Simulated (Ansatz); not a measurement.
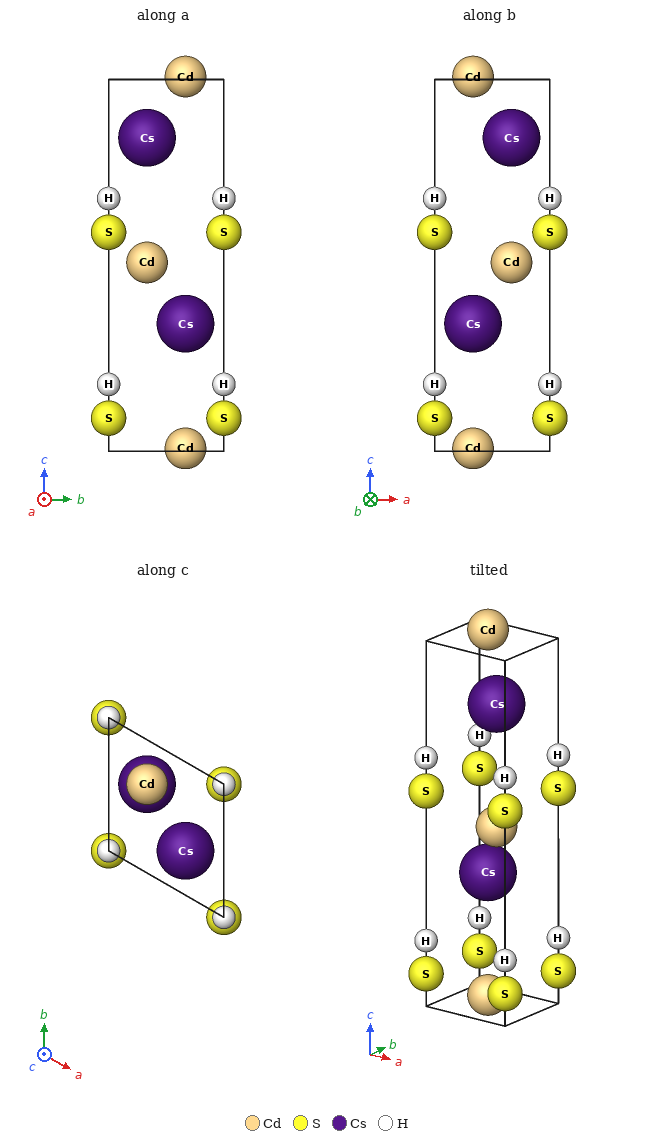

An orthographic spheres-only view of the structure, along the a axis, along the b axis, along the c axis and slightly off an axis. One conventional unit cell is framed, with atoms on its boundary repeated.

Lattice parameters: a = 4.246 Å, b = 4.246 Å, c = 11.853 Å, α = 90.00°, β = 90.00°, γ = 120.00°. Put a along x and b in the xy plane.

Write the structure as a POSCAR file, with free fractional coordinates to two decimals.

```
Cd S Cs H
1.0
     4.246    0.000    0.000
    -2.123    3.677    0.000
     0.000    0.000   11.853
Cd S Cs H
2 2 2 2
Direct
  0.3333 0.6667 0.01
  0.6667 0.3333 0.51
  0.00 0.00 0.09
  0.00 0.00 0.59
  0.3333 0.6667 0.34
  0.6667 0.3333 0.84
  0.00 0.00 0.18
  0.00 0.00 0.68
```

The model is a generated cell, made by putting these elements into a known structure type (the compound may or may not exist in this form); its atoms and cell weren't optimised. A calculation with Ansatz used it as input.

At this level of theory the cell isn't at rest (compressed, at 21 GPa and forces up to 14.7 eV/Å), so its distances can differ from those at equilibrium, the more so the softer the solid.
